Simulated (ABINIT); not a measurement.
# CdS (Greenockite): G0W0 in ABINIT against the bands in the screening, part 2 of 2

Wanted: the cheapest bands in the screening that holds the gap of CdS (Greenockite).

ABINIT 10.8.3; PBE and many-body steps on it, plane waves. Known limits of the many-body steps: not at the basis limit; no spin-orbit coupling; coarse k mesh.

So far. Step 2 (Screening, 3×3×2 mesh, 34 bands, screening to 106.1 eV): Local fields lower ε∞ by 5 %. On a Γ-centred mesh this coarse the value itself is usually too large, while a short band sum pulls it down. Step 5 (35 bands): The gap on the mesh goes from 1.18 eV to 2.44 eV, a correction of +1.27 eV.

The database entry behind the starting cell differs from later determinations by our own check (about 0.35 % long), so it need not match the best structure at ambient conditions.

## (7) 67 bands

This step: G0W0 on PBE, plane waves, norm-conserving pseudopotentials.

Contents of run.abi:

```
acell 3*1.0 Angstrom
rprim 
  4.149999999997 0.000000000001 0.000000000000
  -2.074999999999 3.594005425702 0.000000000000
  0.000000000000 0.000000000000 6.737000000000
ntypat 2
znucl 48 16
natom 4
typat 1 1 2 2
xred 
  0.333333333333 0.666666666667 0.000000000000
  0.666666666667 0.333333333333 0.500000000000
  0.333333333333 0.666666666667 0.375000000000
  0.666666666667 0.333333333333 0.875000000000
pp_dirpath "pseudos"
pseudos "Cd.upf, S.upf"
ecut 47
ngkpt 3 3 2
nshiftk 1
shiftk 0 0 0
kptopt 1
chksymbreak 0
istwfk *1
occopt 1
irdwfk 1
optdriver 4
nband 67
gwcalctyp 0
ecutsigx 47
symsigma 1
nkptgw 1
kptgw 
  0.0000000000 0.0000000000 0.0000000000
bdgw 
  25 28
ecuteps 3.9
irdscr 1
ppmodel 1
indata_prefix "in"
outdata_prefix "out"
tmpdata_prefix "tmp"
```

Launch:

```
> OMP_NUM_THREADS=1 mpirun -n 4 abinit run.abi > log
```

What it wrote:

```text
.Version 10.8.3 of ABINIT. v10.8.2 released Aug 2026.

 Symmetries : space group P6_3 m c (#186); Bravais hP (primitive hexag.)
[... echo of the input left out ...]
== DATASET  1 ==================================================================
-   mpi_nproc: 4, omp_nthreads: 1 (-1 if OMP is not activated)

--- !DatasetInfo
iteration_state: {dtset: 1, }
dimensions: {natom: 4, nkpt: 6, mband: 67, nsppol: 1, nspinor: 1, nspden: 1, mpw: 10458, }
cutoff_energies: {ecut:  47.0, pawecutdg:  -1.0, }
[...]
26   4.259 -15.271 -18.229   2.860   0.780  -0.282 -15.347  -0.076   4.183
       27   5.434 -10.670  -6.577  -3.063   0.812  -0.232  -9.834   0.836   6.270
       28   7.023 -11.014  -6.546  -3.214   0.813  -0.230  -9.995   1.019   8.042

== END DATASET(S) ==============================================================
================================================================================

 -outvars: echo values of variables after computation  --------
           etotal      0.0000000000E+00
            nband          67
             nkpt           6
          spgroup         186
 [... the other variables as echoed above ...]

 Calculation completed.
```

It took 5.6 s on 4 MPI ranks of Intel Xeon Platinum 8488C (Sapphire Rapids), shared host; peak memory 1 GiB.

Numbers from this step:

```
G0W0 gap on the points computed              : 2.087 eV
starting gap on the mesh                     : 1.175 eV
k of the valence top                         : 0, 0, 0
k of the conduction bottom                   : 0, 0, 0
least direct G0W0 gap on the computed points : 2.087 eV
```

Against the run before, the gap moves by −0.356 eV.

## (8) Screening, 3×3×2 mesh, 121 bands, screening to 106.1 eV

This step: RPA screening on PBE, plane waves, norm-conserving pseudopotentials.

run.abi: that of step 7 with these lines changed.

```diff
@@ -25,15 +25,8 @@
 irdwfk 1
-optdriver 4
-nband 67
-gwcalctyp 0
-ecutsigx 47
-symsigma 1
-nkptgw 1
-kptgw 
-  0.0000000000 0.0000000000 0.0000000000
-bdgw 
-  25 28
+optdriver 3
+nband 121
 ecuteps 3.9
-irdscr 1
-ppmodel 1
+inclvkb 2
+awtr 1
+symchi 1
 indata_prefix "in"
```

What it wrote:

```text
.Version 10.8.3 of ABINIT. v10.8.2 released Aug 2026.

 Symmetries : space group P6_3 m c (#186); Bravais hP (primitive hexag.)
[... echo of the input left out ...]
== DATASET  1 ==================================================================
-   mpi_nproc: 4, omp_nthreads: 1 (-1 if OMP is not activated)

--- !DatasetInfo
iteration_state: {dtset: 1, }
dimensions: {natom: 4, nkpt: 6, mband: 121, nsppol: 1, nspinor: 1, nspden: 1, mpw: 10458, }
cutoff_energies: {ecut:  47.0, pawecutdg:  -1.0, }
[...]
--------------------------------------------------------------------------------
[... chi0 elements left out ...]
 For q-point:  0.000010 0.000020 0.000030
  dielectric constant =  13.9081
  dielectric constant without local fields =  14.7078

  Average fulfillment of the sum rule on Im[epsilon] for q-point    1 :     49.31  [%]
[... wings left out ...]
  q-point number  2        q = ( 0.333333, 0.000000, 0.000000) [r.l.u.]
--------------------------------------------------------------------------------
[... chi0 elements left out ...]
  Average fulfillment of the sum rule on Im[epsilon] for q-point    2 :     54.33  [%]

 [... 4 further q-points ...]
```

Run time: 55 s. Hardware: 4 MPI ranks; peak memory 1.4 GiB; 3.7 min of CPU time.

Numbers from this step:

```yaml
eps_infinity_with_local_fields_on_this_mesh_along_the_program_s_q_direction: 13.91
the_same_without_local_fields: 14.71
plasma_frequency: 26.71 eV
plane_waves_in_the_screening_matrix: 251
```

## (9) 121 bands

This step: G0W0 on PBE, plane waves, norm-conserving pseudopotentials.

run.abi: that of step 8 with these lines changed.

```diff
@@ -25,8 +25,15 @@
 irdwfk 1
-optdriver 3
-nband 121
+optdriver 4
+nband 67
+gwcalctyp 0
+ecutsigx 47
+symsigma 1
+nkptgw 1
+kptgw 
+  0.0000000000 0.0000000000 0.0000000000
+bdgw 
+  25 28
 ecuteps 3.9
-inclvkb 2
-awtr 1
-symchi 1
+irdscr 1
+ppmodel 1
 indata_prefix "in"
```

What it wrote:

```text
.Version 10.8.3 of ABINIT. v10.8.2 released Aug 2026.

 Symmetries : space group P6_3 m c (#186); Bravais hP (primitive hexag.)
[... echo of the input left out ...]
== DATASET  1 ==================================================================
-   mpi_nproc: 4, omp_nthreads: 1 (-1 if OMP is not activated)

--- !DatasetInfo
iteration_state: {dtset: 1, }
dimensions: {natom: 4, nkpt: 6, mband: 67, nsppol: 1, nspinor: 1, nspden: 1, mpw: 10458, }
cutoff_energies: {ecut:  47.0, pawecutdg:  -1.0, }
[...]
26   4.259 -15.271 -18.229   2.880   0.783  -0.277 -15.332  -0.061   4.198
       27   5.434 -10.670  -6.577  -3.200   0.816  -0.225  -9.941   0.729   6.163
       28   7.023 -11.014  -6.546  -3.373   0.819  -0.222 -10.117   0.897   7.919

== END DATASET(S) ==============================================================
================================================================================

 -outvars: echo values of variables after computation  --------
           etotal      0.0000000000E+00
            nband          67
             nkpt           6
          spgroup         186
 [... the other variables as echoed above ...]

 Calculation completed.
```

Elapsed: 6.3 s, on 4 MPI ranks; peak memory 1.1 GiB.

Numbers from this step:

```
G0W0 gap on the points computed              : 1.965 eV
starting gap on the mesh                     : 1.175 eV
k of the valence top                         : 0, 0, 0
k of the conduction bottom                   : 0, 0, 0
least direct G0W0 gap on the computed points : 1.965 eV
```

Against the run before, the gap moves by −0.122 eV.

## (10) The runs together

Times are wall times on 4 MPI ranks of Intel Xeon Platinum 8488C (Sapphire Rapids), shared host, good to a factor of about two. A run's time includes the screening step that it read.

```
      run   mesh  bands  screening cutoff (eV)  DFT gap (eV)  gap on the mesh (eV)  direct (eV)  ε∞ used  time
 34 bands  3×3×2     67                  106.1         1.175                 2.495        2.495    13.49  13 s
 35 bands  3×3×2     67                  106.1         1.175                 2.443        2.443    13.53  15 s
 67 bands  3×3×2     67                  106.1         1.175                 2.087        2.087    13.79  33 s
121 bands  3×3×2     67                  106.1         1.175                 1.965        1.965    13.91  61 s
```

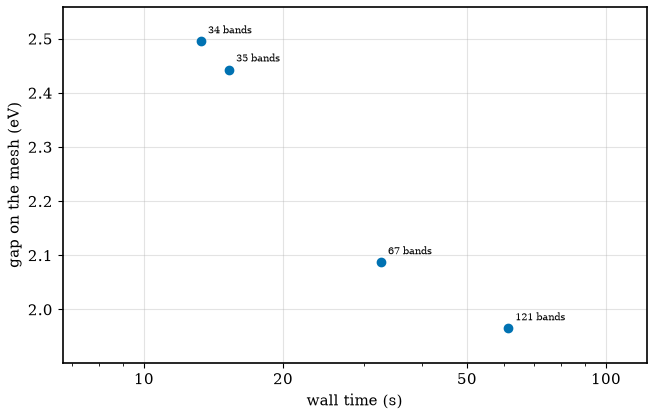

Result against wall time.

## (11) Results

| Quantity | Value |
| --- | --- |
| 34 bands | 2.495 eV |
| 35 bands | 2.443 eV |
| 67 bands | 2.087 eV |
| 121 bands | 1.965 eV |
| known limits | not at the basis limit; no spin-orbit coupling; coarse k mesh |

What this shows: The setting moved: bands in the screening. From 34 bands to 121 bands the gap moves by −0.53 eV, for 4.6 times the time. The last step still moves it by −0.122 eV. Bands and screening cutoff are coupled, so a series along one setting does not show full convergence. Bands and cutoff are finite, so the gap is not at the basis limit. The miss can reach some tenths of an eV and take either sign; the mesh is an error of its own. In the G0W0 runs levels were corrected at 1 k point alone, so a gap called «on the mesh» is the least over those, and an edge elsewhere would be missed. The 3×3×2 mesh is coarse for this cell, which bears on the long-range parts of exchange and screening. The many-body steps are scalar-relativistic: spin-orbit coupling is not in them.

[Paths, hosts, dates, memory and timing lines, banners, echoed tables and standing remarks are left out of the program output.]

[Logs are printed without paths, hosts, clocks, repeated set-up lines and the standing remarks that a program may print on its own settings, such as how far it seeks lower states.]

[Runs of the session that timed out or met a known fault of the program may be left out.]

[Hosts, paths, dates, database ids (printed as entryN), source tags and the programs' standing remarks are cut or masked in the printed files.]

[G0W0 gaps are taken among the corrected bands and points alone; a level outside them can change the order at an edge.]

[Where Ansatz stands beside ABINIT at settings called matched, ABINIT's density can come from a denser mesh and the files from another edition; pairs whose starting gaps differed by over 0.03 eV were left out, so agreement reads better than it is.]
